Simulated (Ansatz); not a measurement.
# Run report: TiH$_{3}$BrO$_{2}$F$_{2}$, geometry relaxation (part 1 of 2)

The run: geometry relaxation of TiH$_{3}$BrO$_{2}$F$_{2}$. Method and program: RKS PBE-D4/def2-SVP (Ansatz 0.2.0).

It belongs to a series of runs on one base structure; here: end point A relaxed. Figures and captions count atoms from 1; the log counts them from 0 in places.

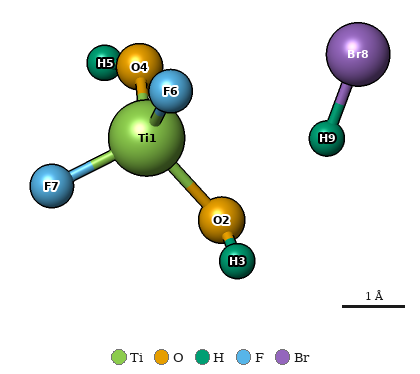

Fig. 1: The input geometry (ball-and-stick view, seen at a tilt; atoms are numbered from 1 in the order of the input). Sticks mark near contacts. Bond lengths as drawn: Br–H 1.51 Å, F–Ti 1.75 Å, H–O 0.97 to 0.98 Å and O–Ti 1.78 to 1.88 Å.

### Input
```yaml
crystal:
  periodic: [false, false, false]
  atoms:
    - { symbol: Ti, position_ang: [-0.095625, -0.18604, -0.002774] }
    - { symbol: O, position_ang: [-0.07967, -0.25384, 1.877368] }
    - { symbol: H, position_ang: [-0.909582, -0.124029, 2.375056] }
    - { symbol: O, position_ang: [1.572129, -0.266012, -0.606384] }
    - { symbol: H, position_ang: [2.155433, -1.001944, -0.864703] }
    - { symbol: F, position_ang: [-0.958623, 1.214385, -0.611485] }
    - { symbol: F, position_ang: [-0.968464, -1.604983, -0.549917] }
    - { symbol: Br, position_ang: [1.637387, 2.791545, 1.48204] }
    - { symbol: H, position_ang: [1.166216, 1.537819, 2.174299] }
basis:
  gaussian: { orbitals: def2-SVP }
hamiltonian:
  xc: pbe
  dispersion: d4
relax:
  f_tol: 0.03
  max_steps: 50
output:
  orbitals: {}
```

Run on 4 threads of Arm Neoverse V1, 24 GiB of memory available, shared host.

Run as:
```bash
ansatz run input.yaml --threads 4 --pin off --max-ram 5120MiB --backend cpu --events-out ev --progress --plain --runs-dir out
```

### Log
```
The last accepted step is kept in [file] (removed where the run ends without a failure and the disk answers)
Engine: ansatz 0.2.0, aarch64-unknown-linux-gnu
Functional definition: PBE
  parameter kappa = 0.804
  parameter beta = 0.06672455060314922
  exchange = pbe_x(kappa = kappa, mu = beta*pi^2/3)
  correlation = pbe_c(beta = beta)
1481 factors; their error is unknown
mean field evaluation 1: about -102685.3747 eV, gradient 9.5e1 eV
mean field evaluation 2: about -102168.2870 eV, gradient 4.6e2 eV
mean field evaluation 4: about -102696.0481 eV, gradient 5.1e1 eV
mean field evaluation 8: about -102701.0152 eV, gradient 7.3e-1 eV
mean field evaluation 16: about -102700.9289 eV, gradient 1.3e-3 eV
mean field -102700.92890237 eV, -3774.1895239724 hartree, gradient 6.4e-5 eV, S^2 0.000000; 0 other end points of the search recorded, 0 dependent functions left out
the calculation of the forces begins
reference -102700.92899992 eV, -3774.1895275571 hartree; 47, 47 occupied and 87, 87 virtual orbitals, 1481 factors
relax step   1: F+E_penalty+E_count = -102701.13495999 eV  Δ(F+E_penalty+E_count) = +0.000e0 eV  max|allowed force component| = 1.114e0 eV/Å  Δτ_max = 0.0000 Å  (30 SCF iters, accepted)
these checks for a lower state are left out or cut short: starts, cluster_reference, orbital_swaps, neighbouring_geometries, increment
1481 factors; their error is unknown
mean field -102701.00687412 eV, -3774.1923893810 hartree, gradient 1.2e-5 eV, S^2 0.000000; 0 other end points of the search recorded, 0 dependent functions left out
[... from here on the field's lines of each further geometry are left out, up to the last ...]
relax step   2: F+E_penalty+E_count = -102701.22337024 eV  Δ(F+E_penalty+E_count) = -8.841e-2 eV  max|allowed force component| = 3.040e-1 eV/Å  Δτ_max = 0.1947 Å  (33 SCF iters, accepted)
relax step   3: F+E_penalty+E_count = -102701.25246467 eV  Δ(F+E_penalty+E_count) = -2.909e-2 eV  max|allowed force component| = 3.018e-1 eV/Å  Δτ_max = 0.1915 Å  (33 SCF iters, accepted)
relax step   4: F+E_penalty+E_count = -102701.26752790 eV  Δ(F+E_penalty+E_count) = -1.506e-2 eV  max|allowed force component| = 2.498e-1 eV/Å  Δτ_max = 0.1647 Å  (33 SCF iters, accepted)
relax step   5: F+E_penalty+E_count = -102701.27924016 eV  Δ(F+E_penalty+E_count) = -1.171e-2 eV  max|allowed force component| = 2.135e-1 eV/Å  Δτ_max = 0.1643 Å  (32 SCF iters, accepted)
relax step   6: F+E_penalty+E_count = -102701.28616307 eV  Δ(F+E_penalty+E_count) = -6.923e-3 eV  max|allowed force component| = 2.566e-1 eV/Å  Δτ_max = 0.1833 Å  (38 SCF iters, accepted)
relax step   7: F+E_penalty+E_count = -102701.29080585 eV  Δ(F+E_penalty+E_count) = -4.643e-3 eV  max|allowed force component| = 2.150e-1 eV/Å  Δτ_max = 0.1117 Å  (33 SCF iters, accepted)
relax step   8: F+E_penalty+E_count = -102701.29623271 eV  Δ(F+E_penalty+E_count) = -5.427e-3 eV  max|allowed force component| = 1.954e-1 eV/Å  Δτ_max = 0.1576 Å  (38 SCF iters, accepted)
relax step   9: F+E_penalty+E_count = -102701.30041050 eV  Δ(F+E_penalty+E_count) = -4.178e-3 eV  max|allowed force component| = 2.052e-1 eV/Å  Δτ_max = 0.1328 Å  (33 SCF iters, accepted)
relax step  10: F+E_penalty+E_count = -102701.30499247 eV  Δ(F+E_penalty+E_count) = -4.582e-3 eV  max|allowed force component| = 2.194e-1 eV/Å  Δτ_max = 0.1308 Å  (33 SCF iters, accepted)
relax step  11: F+E_penalty+E_count = -102701.31038596 eV  Δ(F+E_penalty+E_count) = -5.393e-3 eV  max|allowed force component| = 2.559e-1 eV/Å  Δτ_max = 0.1628 Å  (37 SCF iters, accepted)
relax step  12: F+E_penalty+E_count = -102701.31688210 eV  Δ(F+E_penalty+E_count) = -6.496e-3 eV  max|allowed force component| = 2.986e-1 eV/Å  Δτ_max = 0.1759 Å  (38 SCF iters, accepted)
relax step  13: F+E_penalty+E_count = -102701.32497901 eV  Δ(F+E_penalty+E_count) = -8.097e-3 eV  max|allowed force component| = 3.508e-1 eV/Å  Δτ_max = 0.1922 Å  (38 SCF iters, accepted)
relax step  14: F+E_penalty+E_count = -102701.33696002 eV  Δ(F+E_penalty+E_count) = -1.198e-2 eV  max|allowed force component| = 3.473e-1 eV/Å  Δτ_max = 0.1949 Å  (32 SCF iters, accepted)
relax step  15: F+E_penalty+E_count = -102701.35366551 eV  Δ(F+E_penalty+E_count) = -1.671e-2 eV  max|allowed force component| = 5.183e-1 eV/Å  Δτ_max = 0.1903 Å  (37 SCF iters, accepted)
relax step  16: F+E_penalty+E_count = -102701.37303380 eV  Δ(F+E_penalty+E_count) = -1.937e-2 eV  max|allowed force component| = 8.032e-1 eV/Å  Δτ_max = 0.1942 Å  (32 SCF iters, accepted)
relax step  17: F+E_penalty+E_count = -102701.39675455 eV  Δ(F+E_penalty+E_count) = -2.372e-2 eV  max|allowed force component| = 1.128e0 eV/Å  Δτ_max = 0.1943 Å  (38 SCF iters, accepted)
relax step  18: F+E_penalty+E_count = -102701.41997921 eV  Δ(F+E_penalty+E_count) = -2.322e-2 eV  max|allowed force component| = 1.003e0 eV/Å  Δτ_max = 0.1948 Å  (33 SCF iters, accepted)
relax step  19: F+E_penalty+E_count = -102701.44260134 eV  Δ(F+E_penalty+E_count) = -2.262e-2 eV  max|allowed force component| = 9.286e-1 eV/Å  Δτ_max = 0.1262 Å  (32 SCF iters, accepted)
relax step  20: F+E_penalty+E_count = -102701.45527351 eV  Δ(F+E_penalty+E_count) = -1.267e-2 eV  max|allowed force component| = 2.037e-1 eV/Å  Δτ_max = 0.0699 Å  (32 SCF iters, accepted)
relax step  21: F+E_penalty+E_count = -102701.45850348 eV  Δ(F+E_penalty+E_count) = -3.230e-3 eV  max|allowed force component| = 7.303e-2 eV/Å  Δτ_max = 0.0423 Å  (31 SCF iters, accepted)
relax step  22: F+E_penalty+E_count = -102701.45959846 eV  Δ(F+E_penalty+E_count) = -1.095e-3 eV  max|allowed force component| = 3.303e-2 eV/Å  Δτ_max = 0.0235 Å  (31 SCF iters, accepted)
relax step  23: F+E_penalty+E_count = -102701.46083995 eV  Δ(F+E_penalty+E_count) = -1.241e-3 eV  max|allowed force component| = 4.796e-2 eV/Å  Δτ_max = 0.0505 Å  (30 SCF iters, accepted)
relax step  24: F+E_penalty+E_count = -102701.45886624 eV  Δ(F+E_penalty+E_count) = +1.974e-3 eV  max|allowed force component| = 2.822e-1 eV/Å  Δτ_max = 0.0383 Å  (33 SCF iters, rejected (line search))
relax step  25: F+E_penalty+E_count = -102701.46173275 eV  Δ(F+E_penalty+E_count) = -8.928e-4 eV  max|allowed force component| = 4.758e-2 eV/Å  Δτ_max = 0.0183 Å  (32 SCF iters, accepted)
relax step  26: F+E_penalty+E_count = -102701.46352631 eV  Δ(F+E_penalty+E_count) = -1.794e-3 eV  max|allowed force component| = 5.421e-2 eV/Å  Δτ_max = 0.0976 Å  (31 SCF iters, accepted)
relax step  27: F+E_penalty+E_count = -102701.46139182 eV  Δ(F+E_penalty+E_count) = +2.134e-3 eV  max|allowed force component| = 1.728e-1 eV/Å  Δτ_max = 0.1205 Å  (38 SCF iters, rejected (line search))
relax step  28: F+E_penalty+E_count = -102701.46406003 eV  Δ(F+E_penalty+E_count) = -5.337e-4 eV  max|allowed force component| = 5.872e-2 eV/Å  Δτ_max = 0.0540 Å  (32 SCF iters, accepted)
relax step  29: F+E_penalty+E_count = -102701.46453300 eV  Δ(F+E_penalty+E_count) = -4.730e-4 eV  max|allowed force component| = 6.059e-2 eV/Å  Δτ_max = 0.0468 Å  (30 SCF iters, accepted)
relax step  30: F+E_penalty+E_count = -102701.46475039 eV  Δ(F+E_penalty+E_count) = -2.174e-4 eV  max|allowed force component| = 3.832e-2 eV/Å  Δτ_max = 0.0059 Å  (32 SCF iters, accepted)
relax step  31: F+E_penalty+E_count = -102701.46476743 eV  Δ(F+E_penalty+E_count) = -1.704e-5 eV  max|allowed force component| = 5.092e-2 eV/Å  Δτ_max = 0.0127 Å  (33 SCF iters, accepted)
the calculation of the forces begins
reference -102701.25443577 eV, -3774.2014871039 hartree; 47, 47 occupied and 87, 87 virtual orbitals, 1481 factors
relax step  32: F+E_penalty+E_count = -102701.46499250 eV  Δ(F+E_penalty+E_count) = -2.251e-4 eV  max|allowed force component| = 2.791e-2 eV/Å  Δτ_max = 0.0210 Å  (31 SCF iters, accepted)
1481 factors; their error is unknown
mean field evaluation 256: about -102701.3403 eV, gradient 2.7e-1 eV
```

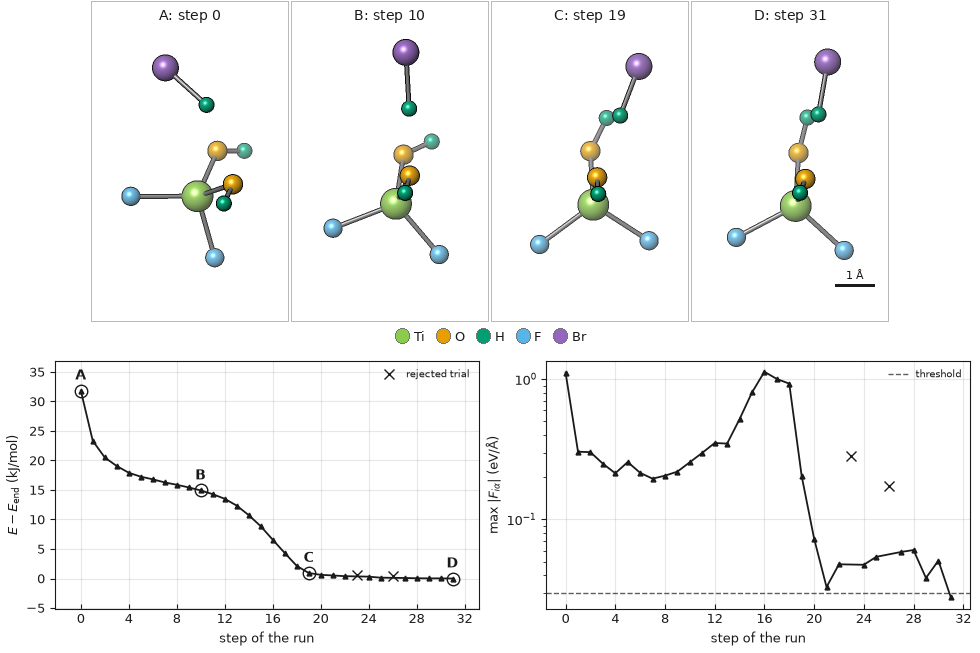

Fig. 2: Frames of the relaxation (ball-and-stick view, seen at an oblique angle) above the curves, on which the letters mark them (the first geometry is step 0 here and step 1 in the log).

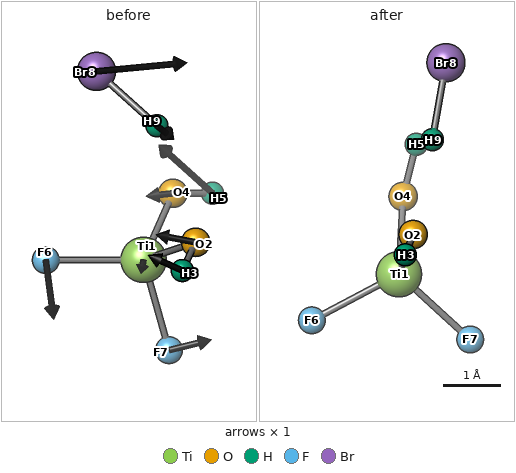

Fig. 3: Before (left) and after (right) the relaxation, at one scale (ball-and-stick view, seen at an oblique angle). The black arrows give the displacements, at true length. The atom that moves furthest after the best rigid fit is Br8 (1.69 Å). Largest moves by element: Br 1.69 Å, H 1.64 Å, F 1.15 Å, O 0.73 Å, Ti 0.27 Å. Among the contacts that change: Ti1–O2 1.881 → 1.829 Å, Br8–H9 1.508 → 1.482 Å, O4–H5 0.974 → 0.990 Å, Ti1–O4 1.775 → 1.765 Å. Among the angles that change: Ti1–O2–H3 119.8° → 132.4°, Ti1–O4–H5 133.4° → 125.7°, O2–Ti1–O4 109.3° → 104.8°. Over 31 geometry steps the energy falls by 31.8 kJ/mol. The largest force component goes from 1.1 to 0.028 eV/Å. The line search rejected the trial steps at points 23, 26 (counted from 0) and went back. (Atoms are counted from 1 in the order of the input.)

```
mean field -102701.25433847 eV, -3774.2014835283 hartree, gradient 7.5e-6 eV, S^2 0.000000; 1 other end points of the search recorded, 0 dependent functions left out
the calculation of the forces begins
reference -102701.25443577 eV, -3774.2014871039 hartree; 47, 47 occupied and 87, 87 virtual orbitals, 1481 factors
Total energy: -102701.46508980 eV, -3774.2092284969 hartree
Atom 0 at    -0.268570    -0.360569    -0.111741 Å, force     0.016373     0.002552     0.000523 eV/Å
Atom 1 at    -0.349612     0.509013     1.495280 Å, force    -0.027906     0.008111     0.018328 eV/Å
Atom 2 at    -1.095969     0.763801     2.068160 Å, force     0.018775    -0.003688    -0.012610 eV/Å
Atom 3 at     1.372757    -0.078406    -0.696363 Å, force     0.010550     0.007082     0.007226 eV/Å
Atom 4 at     2.096495     0.368656    -0.190454 Å, force    -0.021263    -0.008934    -0.004052 eV/Å
Atom 5 at    -1.461665     0.269515    -1.236483 Å, force    -0.001844     0.005265    -0.002926 eV/Å
Atom 6 at    -0.570397    -2.078875     0.108080 Å, force     0.001102    -0.007006     0.000446 eV/Å
Atom 7 at     2.613603     1.548287     1.905415 Å, force     0.006462     0.004435    -0.001521 eV/Å
Atom 8 at     1.182559     1.165478     1.931606 Å, force    -0.002250    -0.007818    -0.005415 eV/Å
Dipole moment:    -0.289692     0.186155     0.361000 e Å
```

### Trajectory as extended XYZ (Å, eV, eV/Å), 32 frames, from step=1 to step=32
```
9
Properties=species:S:1:pos:R:3:forces:R:3 step=1 energy=-102701.13496
Ti   -0.0956   -0.1860   -0.0028   -0.0002  -0.1072   1.0937
O    -0.0797   -0.2538    1.8774    0.1463   0.2413  -1.1139
H    -0.9096   -0.1240    2.3751   -0.0093   0.0063   0.0021
O     1.5721   -0.2660   -0.6064   -0.0323  -0.0078   0.0183
H     2.1554   -1.0019   -0.8647   -0.0082   0.0182   0.0023
F    -0.9586    1.2144   -0.6115    0.0111  -0.0161   0.0112
F    -0.9685   -1.6050   -0.5499   -0.0016   0.0065  -0.0073
Br    1.6374    2.7915    1.4820   -0.3651  -1.0192   0.6177
H     1.1662    1.5378    2.1743    0.2593   0.8778  -0.6242
9
Properties=species:S:1:pos:R:3:forces:R:3 step=2 energy=-102701.22337
Ti   -0.0714   -0.1525    0.0087    0.0576  -0.0332   0.2396
O    -0.0065   -0.1421    1.8569   -0.0641  -0.0102  -0.3040
H    -0.8295   -0.0208    2.3690    0.0000  -0.0238   0.0431
O     1.5829   -0.2502   -0.6265   -0.0250  -0.0306   0.0061
H     2.1618   -0.9940   -0.8715   -0.0054   0.0072  -0.0080
F    -0.9497    1.2257   -0.6281   -0.0250  -0.0338  -0.0035
F    -0.9541   -1.5900   -0.4751    0.0056   0.0184   0.0274
Br    1.5369    2.6275    1.5118    0.1252   0.1835   0.0811
H     1.0488    1.4032    2.1284   -0.0689  -0.0774  -0.0819
9
Properties=species:S:1:pos:R:3:forces:R:3 step=3 energy=-102701.25246
Ti   -0.0808   -0.1704    0.0010   -0.0111  -0.1418  -0.0312
O    -0.0091   -0.1336    1.8375   -0.0208   0.1051  -0.1414
H    -0.8303   -0.0276    2.3570    0.0369   0.0000   0.0535
O     1.5702   -0.2643   -0.6418   -0.0353   0.0148   0.0279
H     2.1535   -1.0062   -0.8815    0.0100   0.0117  -0.0063
F    -0.9773    1.1897   -0.6496    0.0226   0.0069   0.0252
F    -0.9565   -1.6208   -0.4561    0.0154   0.0267   0.0348
Br    1.6239    2.7159    1.6576   -0.1220  -0.3018   0.1379
H     1.0257    1.4242    2.0496    0.1044   0.2784  -0.1005
9
Properties=species:S:1:pos:R:3:forces:R:3 step=4 energy=-102701.26753
Ti   -0.0943   -0.1916   -0.0292   -0.0474  -0.1635  -0.0509
O     0.0052   -0.0779    1.8001   -0.0587   0.0861  -0.0751
H    -0.8063    0.0191    2.3371    0.0493  -0.0040   0.0311
O     1.5510   -0.2763   -0.6857   -0.0364   0.0170   0.0199
H     2.1471   -1.0143   -0.9063    0.0101   0.0238  -0.0037
F    -1.0175    1.1365   -0.7096    0.0487   0.0025   0.0300
F    -0.9564   -1.6714   -0.4173    0.0397   0.0643   0.0396
Br    1.6725    2.7395    1.8131   -0.1185  -0.2498   0.0798
H     1.0178    1.4433    2.0712    0.1133   0.2236  -0.0708
9
Properties=species:S:1:pos:R:3:forces:R:3 step=5 energy=-102701.27924
Ti   -0.1173   -0.2197   -0.0583   -0.0825  -0.1121   0.0117
O     0.0013   -0.0118    1.7617   -0.0612   0.0225  -0.1115
H    -0.7986    0.0742    2.3177    0.0521   0.0097   0.0165
O     1.5263   -0.2702   -0.7193   -0.0120  -0.0302   0.0054
H     2.1498   -0.9925   -0.9186   -0.0069   0.0517   0.0018
F    -1.0644    1.0746   -0.7718    0.0538  -0.0335   0.0298
F    -0.9513   -1.7341   -0.3748    0.0629   0.1047   0.0359
Br    1.7314    2.7427    1.9665   -0.0976  -0.2135   0.0338
H     1.0420    1.4436    2.0704    0.0915   0.2007  -0.0235
9
Properties=species:S:1:pos:R:3:forces:R:3 step=6 energy=-102701.28616
Ti   -0.1448   -0.2519   -0.0882   -0.0603  -0.0501   0.0661
O    -0.0086    0.0552    1.7165   -0.0601   0.0016  -0.1315
H    -0.7936    0.1409    2.2927    0.0304   0.0047   0.0070
O     1.4963   -0.2573   -0.7560   -0.0036  -0.0779  -0.0043
H     2.1549   -0.9550   -0.9314   -0.0273   0.0729   0.0067
F    -1.1240    0.9960   -0.8412    0.0450  -0.0627   0.0321
F    -0.9357   -1.8046   -0.3278    0.0760   0.1373   0.0284
Br    1.8239    2.7217    2.1233   -0.1508  -0.2566   0.0059
H     1.0509    1.4621    2.0857    0.1506   0.2309  -0.0104
9
Properties=species:S:1:pos:R:3:forces:R:3 step=7 energy=-102701.29081
Ti   -0.1599   -0.2628   -0.0997   -0.0775  -0.0448   0.0480
O    -0.0271    0.1001    1.6928   -0.0380  -0.0198  -0.1404
H    -0.8072    0.1864    2.2749    0.0304   0.0189   0.0158
O     1.4782   -0.2409   -0.7733    0.0008  -0.0678   0.0019
H     2.1595   -0.9202   -0.9309   -0.0178   0.0611   0.0030
F    -1.1703    0.9405   -0.8841    0.0435  -0.0623   0.0345
F    -0.9116   -1.8410   -0.2911    0.0681   0.1304   0.0192
Br    1.8765    2.6899    2.2167   -0.1211  -0.2150  -0.0275
H     1.0812    1.4549    2.0683    0.1115   0.1994   0.0455
9
Properties=species:S:1:pos:R:3:forces:R:3 step=8 energy=-102701.29623
Ti   -0.1812   -0.2773   -0.1190   -0.1243  -0.0550  -0.0928
O    -0.0497    0.1698    1.6482   -0.0351   0.0000  -0.0218
H    -0.8210    0.2623    2.2402    0.0058   0.0095   0.0198
O     1.4504   -0.2149   -0.8045    0.0100  -0.0781   0.0015
H     2.1668   -0.8639   -0.9332   -0.0320   0.0691   0.0052
F    -1.2450    0.8505   -0.9504    0.0889  -0.1071   0.0773
F    -0.8682   -1.8941   -0.2334    0.0794   0.1743   0.0158
Br    1.9711    2.6217    2.3226   -0.1329  -0.1954  -0.0283
H     1.0958    1.4528    2.1031    0.1401   0.1827   0.0232
9
Properties=species:S:1:pos:R:3:forces:R:3 step=9 energy=-102701.30041
Ti   -0.1981   -0.2851   -0.1290   -0.1744  -0.0600  -0.0937
O    -0.0826    0.2256    1.6218   -0.0371  -0.0102  -0.0476
H    -0.8518    0.3223    2.2162    0.0227   0.0138   0.0083
O     1.4297   -0.1831   -0.8181   -0.0136  -0.0529   0.0092
H     2.1760   -0.8013   -0.9210   -0.0109   0.0482   0.0015
F    -1.3071    0.7729   -0.9967    0.1312  -0.1319   0.1069
F    -0.8217   -1.9313   -0.1874    0.0836   0.2052   0.0093
Br    2.0535    2.5458    2.3938   -0.1292  -0.1775  -0.0490
H     1.1213    1.4410    2.0939    0.1276   0.1653   0.0551
9
Properties=species:S:1:pos:R:3:forces:R:3 step=10 energy=-102701.30499
Ti   -0.2128   -0.2906   -0.1364   -0.1784  -0.0579  -0.0703
O    -0.1169    0.2794    1.5980   -0.0238  -0.0218  -0.0749
H    -0.8854    0.3793    2.1917    0.0000   0.0119   0.0168
O     1.4109   -0.1463   -0.8263    0.0179  -0.0792   0.0023
H     2.1873   -0.7318   -0.9033   -0.0492   0.0761   0.0074
F    -1.3625    0.6969   -1.0355    0.1516  -0.1341   0.1188
F    -0.7709   -1.9616   -0.1441    0.0782   0.2194   0.0037
Br    2.1408    2.4536    2.4251   -0.1313  -0.1527  -0.0455
H     1.1287    1.4281    2.1042    0.1351   0.1383   0.0417
```
